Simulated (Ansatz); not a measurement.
```yaml
atoms:
  - { symbol: C, position_ang: [0.8677, 0.0487, 0.0779] }
  - { symbol: Si, position_ang: [-0.9026, -0.2842, 0.5557] }
  - { symbol: Si, position_ang: [0.8824, -1.7805, 0.6703] }
  - { symbol: H, position_ang: [1.5373, 0.7883, 0.5124] }
  - { symbol: H, position_ang: [-1.3627, 0.3291, 1.8258] }
  - { symbol: H, position_ang: [0.9925, 0.0446, -1.0132] }
  - { symbol: H, position_ang: [-1.8970, -0.1914, -0.5393] }
```

Geometry: PBE0-D4/def2-TZVP.

These are results of Ansatz, isolated molecule in a Gaussian basis; Kohn-Sham density functional theory, functional PBE0, not measurements.

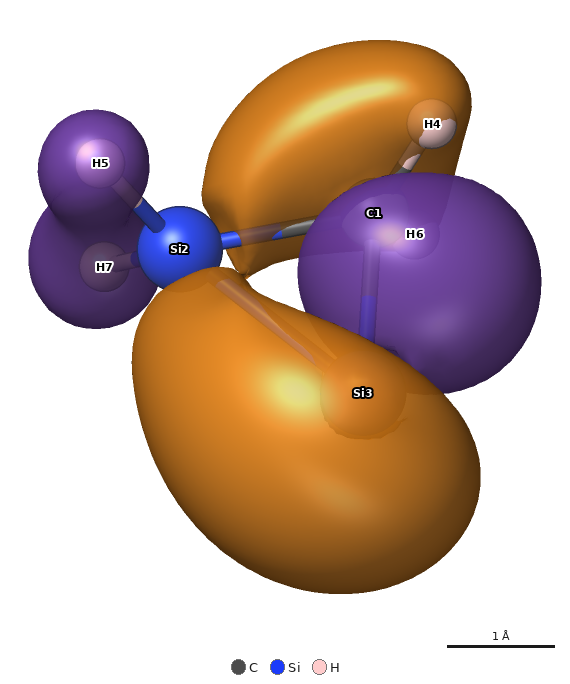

CH$_{4}$Si$_{2}$. The HOMO−1 at ±0.08 Å⁻³ᐟ² (orange and purple are the two phases), seen from one side.

What is the character of this orbital?

Answer. By Hirshfeld shares it lies mainly on Si3 (about 45 %), C1 (about 35 %) and Si2 (about 10 %). Its energy is −7.20 eV.
